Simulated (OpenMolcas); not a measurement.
# GeH2O2 (SMILES [OH][Ge][OH]): a chain of runs

Wanted: the energy (HF/ANO-RCC-MB), then the energy (CASSCF(2,2)/ANO-RCC-VDZP), then an energy scan (CASPT2(2,2)/ANO-RCC-VDZP), then an energy scan (SC-NEVPT2(2,2)/ANO-RCC-VDZP), then an energy scan (MC-PDFT[tPBE](2,2)/ANO-RCC-VDZP) of GeH2O2. 

The results are computed with OpenMolcas 26.06.

**1. The system as given**

GeH2O2: 5 atoms, total charge 0, spin state singlet. SMILES: `[OH][Ge][OH]`. Geometry: relaxed at PBE0-D4/def2-TZVP. This is one conformer, not always the lowest.

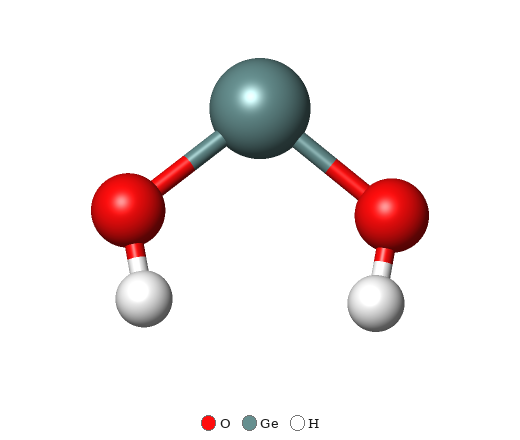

Viewed from a chosen angle; oxygen red, germanium teal, hydrogen white.

**2. A single-point energy at HF/ANO-RCC-MB (DKH2) (run 1)**

Contents of input.xyz:

```xyz
5

O     -1.341000    -0.099500    -0.377400
Ge    -0.316400    -0.895800     0.855300
O      1.281900    -0.142300     0.570200
H     -0.940900     0.550800    -0.961500
H      1.366400     0.513200    -0.127900
```

Contents of step1.input:

```
>>> EXPORT MOLCAS_PRINT=2
&GATEWAY
Coord
input.xyz
Basis
ANO-RCC-MB
Group
NoSym
&SEWARD
&SCF
PrOrbitals
0
&LOCALISATION
Occupied
Freeze
Pipek-Mezey
&LOCALISATION
FileOrb
$Project.LocOrb
Virtual
Pipek-Mezey
```

Command:

```bash
$ export MOLCAS_MEM=1860
$ pymolcas step1.input > step1.log
```

What it wrote:

```text
--- Start Module: gateway ---
[...]
--- Stop Module: gateway /rc=_RC_ALL_IS_WELL_ ---
[...]
      Basis functions           30
[...]
       Convergence after   9 Iterations
[...]
::    Total SCF energy                              -2247.9203360570
[...]
      Total spin, S                                     0.0000000000
[...]
      Total electronic charge=   50.000000
      Total            charge=   -0.000000
[...]
      Dipole Moment (debye):
      Origin of the operator (angstrom)=   -0.2215   -0.6395    0.6042
                   X=  3.2986E-01               Y=  8.8546E-01               Z= -8.7336E-01           Total=  1.2867E+00
      Quadrupole Moment (debye*angstrom):
[...]
--- Start Module: localisation ---
[...]
--- Stop Module: localisation /rc=_RC_ALL_IS_WELL_ ---
--- Start Module: localisation ---
[...]
--- Stop Module: localisation /rc=_RC_ALL_IS_WELL_ ---
[...]
```

Wall time 3.9 s (1 thread of Arm Neoverse V1, shared host); peak memory 0.38 GiB.

**3. The energy at CASSCF(2,2)/ANO-RCC-VDZP (DKH2) (run 2)**

input.xyz is that of step 2.

Contents of step2.input:

```
>>> EXPORT MOLCAS_PRINT=2
&GATEWAY
Coord=input.xyz
Basis=ANO-RCC-MB
Group=NoSym
&SEWARD
&RASSCF
FileOrb=$CurrDir/step1.LocOrb
Alter=2
1 17 25
1 26 30
Spin=1
Nactel=2 0 0
Inactive=24
Ras2=2
OrbListing=Nothing
>>> COPY $Project.RunFile RUNFIL1
>>> COPY $Project.RasOrb INPORB
&GATEWAY
Coord=input.xyz
Basis=ANO-RCC-VDZP
Group=NoSym
&SEWARD
>>> COPY $Project.RunFile RUNFIL2
&EXPBAS
&RASSCF
FileOrb=$Project.ExpOrb
Spin=1
Nactel=2 0 0
Inactive=24
Ras2=2
OrbListing=Nothing
```

Command:

```bash
$ export MOLCAS_MEM=1860
$ pymolcas step2.input > step2.log
```

What it wrote:

```text
--- Start Module: gateway ---
[...]
--- Stop Module: gateway /rc=_RC_ALL_IS_WELL_ ---
[...]
      Basis functions           30
[...]
      Number of active orbitals                  2
[...]
      Spin quantum number                      0.0
[...]
      Active orbitals                            2
[...]
      Number of CSFs                             3
[...]
      Number of root(s) required                 1
[...]
      Convergence after 11 iterations
[...]
      printout of CI-coefficients larger than  0.05 for root  1
      energy=   -2247.939099
      conf/sym  11     Coeff  Weight
             1  20   0.99456 0.98916
             3  02  -0.10414 0.01084
      Natural orbitals and occupation numbers for root  1
      sym 1:   1.978311   0.021689
      ************************************************************************************************************************
      *                                                    Final results                                                     *
[...]
::    RASSCF root number  1 Total energy:  -2247.93909915
[...]
      Basis functions           65
[...]
--- Start Module: expbas ---
[...]
--- Stop Module: expbas /rc=_RC_ALL_IS_WELL_ ---
--- Start Module: rasscf ---
[...]
      Convergence after 17 iterations
[...]
      Natural orbitals and occupation numbers for root  1
      sym 1:   1.980722   0.019278
      ************************************************************************************************************************
      *                                                    Final results                                                     *
[...]
::    RASSCF root number  1 Total energy:  -2248.13989615
[...]
      Total electronic charge=   50.000000
      Total            charge=   -0.000000
[...]
      Dipole Moment (debye):
      Origin of the operator (angstrom)=   -0.2215   -0.6395    0.6042
                   X=  2.8058E-01               Y=  7.2980E-01               Z= -7.1825E-01           Total=  1.0617E+00
      Quadrupole Moment (debye*angstrom):
[...]
--- Stop Module: rasscf /rc=_RC_ALL_IS_WELL_ ---
[...]
```

Run time: 13 s. Hardware: 1 thread of Arm Neoverse V1, shared host; peak memory 0.41 GiB.

**4. The energy along one coordinate at CASPT2(2,2)/ANO-RCC-VDZP (DKH2, ipea shift 0.25 Eh, pt2 variant SS) (run 3)**

Contents of step3.inp:

```
* GeH2O2 CASPT2
>>> EXPORT MOLCAS_PRINT=2
>>> COPY $CurrDir/step2.RasOrb $Project.RasOrb
>>> ForEach K in (1, 2, 3, 4, 5, 6, 7, 8, 9)

&GATEWAY
 COORD=$CurrDir/point$K.xyz
 BASIS=ANO-RCC-VDZP
 GROUP=NoSym

&SEWARD

&RASSCF
 FILEORB=$Project.RasOrb
 SPIN=1
 NACTEL=2 0 0
 INACTIVE=24
 RAS2=2
 ORBLISTING=Nothing

&CASPT2
 IMAGINARY=0.2
 FROZEN=11
>>> EndDo
```

Command:

```bash
$ export MOLCAS_MEM=1860
$ pymolcas step3.inp > step3.log
```

What it wrote:

```text
[...]
      Basis functions           65
[...]
      Number of active orbitals                  2
[...]
      Spin quantum number                      0.0
[...]
      Active orbitals                            2
[...]
      Number of CSFs                             3
[...]
      Number of root(s) required                 1
[...]
      Convergence after 12 iterations
[...]
      Natural orbitals and occupation numbers for root  1
      sym 1:   1.987137   0.012863
      ************************************************************************************************************************
      *                                                    Final results                                                     *
[...]
::    RASSCF root number  1 Total energy:  -2248.12721177
[...]
::    CASPT2 Root  1     Total energy:  -2248.75319958
[...]
      Convergence after 13 iterations
[...]
      Natural orbitals and occupation numbers for root  1
      sym 1:   1.980748   0.019252
      ************************************************************************************************************************
      *                                                    Final results                                                     *
[...]
      Convergence after 15 iterations
[...]
      Natural orbitals and occupation numbers for root  1
      sym 1:   1.801626   0.198374
      ************************************************************************************************************************
      *                                                    Final results                                                     *
[...]
      Convergence after 16 iterations
[...]
      Natural orbitals and occupation numbers for root  1
      sym 1:   1.624635   0.375365
      ************************************************************************************************************************
      *                                                    Final results                                                     *
[...]
      Convergence after 12 iterations
[...]
      Natural orbitals and occupation numbers for root  1
      sym 1:   1.380309   0.619691
      ************************************************************************************************************************
      *                                                    Final results                                                     *
[...]
::    RASSCF root number  1 Total energy:  -2247.98519674
[...]
::    CASPT2 Root  1     Total energy:  -2248.59241644
[...]
      Convergence after 12 iterations
[...]
::    RASSCF root number  1 Total energy:  -2247.97901843
[...]
::    CASPT2 Root  1     Total energy:  -2248.58205766
[...]
```

Run time: 83 s. Hardware: 1 thread of Arm Neoverse V1, shared host; peak memory 0.41 GiB.

The scan, from its lowest point:

| H4–O1 (Å) | energy (kJ/mol) |
| --- | --- |
| 0.865 | 37.0 |
| 0.961 | 0.0 |
| 1.057 | 13.8 |
| 1.202 | 77.8 |
| 1.394 | 183.5 |
| 1.634 | 300.4 |
| 1.923 | 396.3 |
| 2.307 | 459.1 |
| 2.884 | 486.3 |

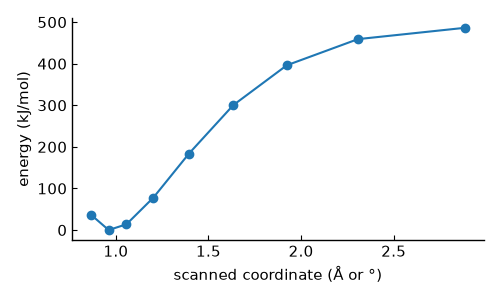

Energy along the scan.

**5. The energy along one coordinate at SC-NEVPT2(2,2)/ANO-RCC-VDZP (DKH2, pt2 variant SC-NEVPT2) (run 4)**

Contents of step4.input:

```
* GeH2O2 NEVPT2
>>> COPY $CurrDir/step2.RasOrb $Project.RasOrb
>>> ForEach K in (1, 2, 3, 4, 5, 6, 7, 8, 9)

&GATEWAY
 Coord
 $CurrDir/point$K.xyz
 Basis
 ANO-RCC-VDZP
 Group
 NoSym

&SEWARD

&RASSCF
 FileOrb
 $Project.RasOrb
 Spin
 1
 Nactel
 2 0 0
 Inactive
 24
 Ras2
 2
 OrbListing
 Nothing

&CASPT2
 SC-NEVPT2
 Frozen
 11
>>> EndDo
```

Command:

```bash
$ export MOLCAS_MEM=1860
$ pymolcas step4.input > step4.log
```

What it wrote:

```text
[...]
      Basis functions           65
[...]
      Number of active orbitals                  2
[...]
      Spin quantum number                      0.0
[...]
      Active orbitals                            2
[...]
      Number of CSFs                             3
[...]
      Number of root(s) required                 1
[...]
      Convergence after 12 iterations
[...]
      printout of CI-coefficients larger than  0.05 for root  1
      energy=   -2248.127212
      conf/sym  11     Coeff  Weight
             1  20   0.99678 0.99357
             3  02  -0.08020 0.00643
      Natural orbitals and occupation numbers for root  1
      sym 1:   1.987137   0.012863
      ************************************************************************************************************************
      *                                                    Final results                                                     *
[...]
::    RASSCF root number  1 Total energy:  -2248.12721177
[...]
      E2 (Variational):          -0.6252939021
[...]
::    SC-NEVPT2 Root  1     Total energy:  -2248.75242274
[...]
      Convergence after 13 iterations
[...]
      Natural orbitals and occupation numbers for root  1
      sym 1:   1.980748   0.019252
      ************************************************************************************************************************
      *                                                    Final results                                                     *
[...]
      Convergence after 15 iterations
[...]
      Natural orbitals and occupation numbers for root  1
      sym 1:   1.801626   0.198374
      ************************************************************************************************************************
      *                                                    Final results                                                     *
[...]
      Convergence after 16 iterations
[...]
      Natural orbitals and occupation numbers for root  1
      sym 1:   1.624635   0.375365
      ************************************************************************************************************************
      *                                                    Final results                                                     *
[...]
      Convergence after 12 iterations
[...]
::    RASSCF root number  1 Total energy:  -2247.98519674
[...]
::    SC-NEVPT2 Root  1     Total energy:  -2248.58738319
[...]
      Convergence after 12 iterations
[...]
::    RASSCF root number  1 Total energy:  -2247.97901843
[...]
      E2 (Variational):          -0.5982189079
[...]
      Reference weight:           0.85987
[...]
::    SC-NEVPT2 Root  1     Total energy:  -2248.57723734
[...]
```

It took 81 s on 1 thread of Arm Neoverse V1, shared host; peak memory 0.41 GiB.

The scan, from its lowest point:

| H4–O1 (Å) | energy (kJ/mol) |
| --- | --- |
| 0.865 | 40.2 |
| 0.961 | 0.0 |
| 1.057 | 10.9 |
| 1.202 | 72.8 |
| 1.394 | 180.9 |
| 1.634 | 305.0 |
| 1.923 | 408.1 |
| 2.307 | 473.5 |
| 2.884 | 500.2 |

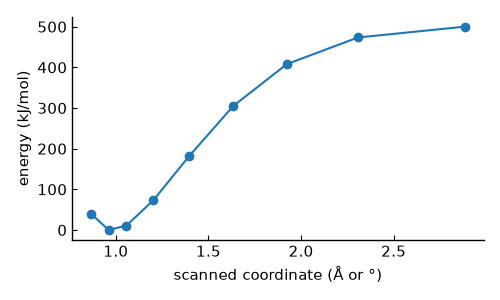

Energy along the scan.

**6. An energy scan at MC-PDFT[tPBE](2,2)/ANO-RCC-VDZP (DKH2) (run 5)**

Contents of step5.inp:

```
* GeH2O2 MC-PDFT
>>> COPY $CurrDir/step2.RasOrb $Project.RasOrb
>>> ForEach K in (1, 2, 3, 4, 5, 6, 7, 8, 9)

&GATEWAY
 Coord = $CurrDir/point$K.xyz
 Basis = ANO-RCC-VDZP
 Group = NoSym

&SEWARD

&RASSCF
 FileOrb = $Project.RasOrb
 Spin = 1
 Nactel = 2 0 0
 Inactive = 24
 Ras2 = 2
 OrbListing = Nothing

&MCPDFT
 KSDFT = T:PBE
>>> EndDo
```

Command:

```bash
$ export MOLCAS_MEM=1860
$ pymolcas step5.inp > step5.log
```

What it wrote:

```text
--- Start Module: gateway ---
[...]
      Basis functions           65
[...]
      Number of active orbitals                  2
[...]
      Spin quantum number                      0.0
[...]
      Active orbitals                            2
[...]
      Number of CSFs                             3
[...]
      Number of root(s) required                 1
[...]
      Convergence after 12 iterations
[...]
      printout of CI-coefficients larger than  0.05 for root  1
      energy=   -2248.127212
      conf/sym  11     Coeff  Weight
             1  20   0.99678 0.99357
             3  02  -0.08020 0.00643
      Natural orbitals and occupation numbers for root  1
      sym 1:   1.987137   0.012863
      ************************************************************************************************************************
      *                                                    Final results                                                     *
[...]
::    RASSCF root number  1 Total energy:  -2248.12721177
[...]
::    MCPDFT root number  1 Total energy:  -2250.11411962
[...]
      Convergence after 13 iterations
[...]
      Natural orbitals and occupation numbers for root  1
      sym 1:   1.980748   0.019252
      ************************************************************************************************************************
      *                                                    Final results                                                     *
[...]
      Convergence after 15 iterations
[...]
      Natural orbitals and occupation numbers for root  1
      sym 1:   1.801626   0.198374
      ************************************************************************************************************************
      *                                                    Final results                                                     *
[...]
      Convergence after 16 iterations
[...]
      Natural orbitals and occupation numbers for root  1
      sym 1:   1.624635   0.375365
      ************************************************************************************************************************
      *                                                    Final results                                                     *
[...]
      Convergence after 12 iterations
[...]
::    RASSCF root number  1 Total energy:  -2247.98519674
[...]
::    MCPDFT root number  1 Total energy:  -2249.94487600
[...]
      Convergence after 12 iterations
[...]
::    RASSCF root number  1 Total energy:  -2247.97901843
[...]
      Total electronic charge=   50.000000
      Total            charge=   -0.000000
[...]
::    MCPDFT root number  1 Total energy:  -2249.93444059
[...]
```

It took 84 s on 1 thread of Arm Neoverse V1, shared host; peak memory 0.41 GiB.

The scan, from its lowest point:

| H4–O1 (Å) | energy (kJ/mol) |
| --- | --- |
| 0.865 | 37.0 |
| 0.961 | 0.0 |
| 1.057 | 13.3 |
| 1.202 | 76.7 |
| 1.394 | 183.3 |
| 1.634 | 305.8 |
| 1.923 | 411.3 |
| 2.307 | 481.3 |
| 2.884 | 508.7 |

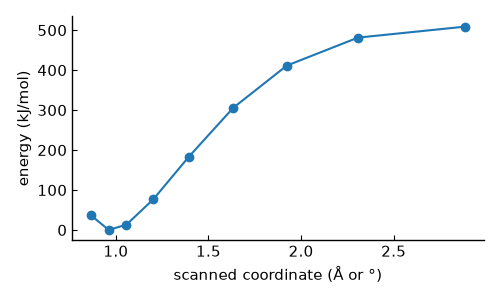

Energy along the scan.

**7. Summary of results**

```
                                                         quantity           value
                               run 1, HF/ANO-RCC-MB: total energy  -2247.92034 Eh
                              run 1, HF/ANO-RCC-MB: dipole moment          1.29 D
                                run 1, HF/ANO-RCC-MB: HOMO energy       -10.73 eV
                                run 1, HF/ANO-RCC-MB: LUMO energy         1.53 eV
                              run 1, HF/ANO-RCC-MB: HOMO–LUMO gap        12.25 eV
                    run 2, CASSCF(2,2)/ANO-RCC-VDZP: total energy  -2248.13990 Eh
  run 2, CASSCF(2,2)/ANO-RCC-VDZP: dipole moment (CASSCF density)          1.06 D
       run 3, CASPT2(2,2)/ANO-RCC-VDZP: lowest energy of the scan  -2248.76729 Eh
    run 4, SC-NEVPT2(2,2)/ANO-RCC-VDZP: lowest energy of the scan  -2248.76774 Eh
run 5, MC-PDFT[tPBE](2,2)/ANO-RCC-VDZP: lowest energy of the scan  -2250.12819 Eh
```

What this shows: Mulliken charges (run 2, CASSCF(2,2)/ANO-RCC-VDZP) run from -0.74 on O3 to +1.26 on Ge2; they depend strongly on the basis.
